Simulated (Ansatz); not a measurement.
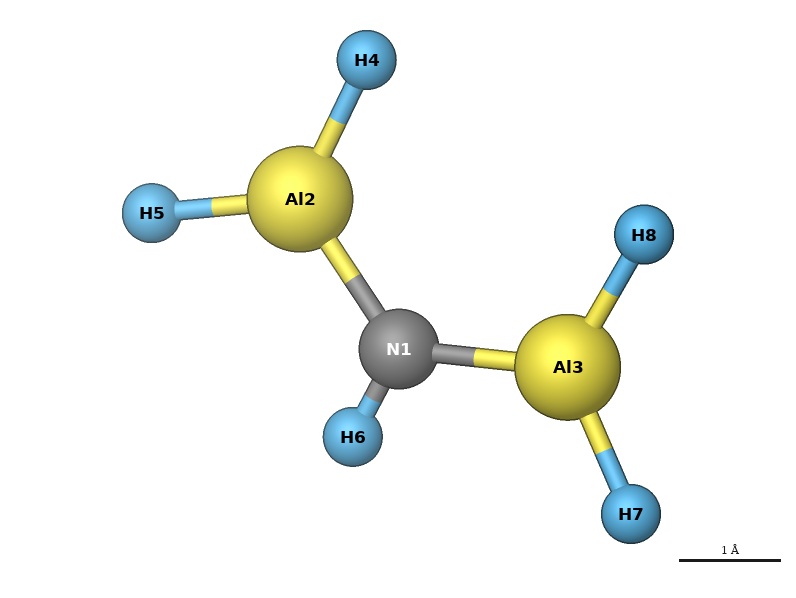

The view is orthographic, and the bar gives the scale. The geometry was computed by an optimisation with PBE-D4/def2-SVP. No frequency run is at hand to confirm it as a minimum.

Give an XYZ file in the frame of the picture: x to the right, y up, z towards the viewer, origin at the mean of the atomic positions.

```xyz
8
Al2H5N
N   -0.28  -0.52  -0.17
Al  -1.27   0.98  -0.38
Al   1.41  -0.70   0.47
H   -0.60   2.37   0.03
H   -2.75   0.84  -0.97
H   -0.74  -1.40  -0.44
H    2.04  -2.17   0.55
H    2.17   0.62   0.92
```
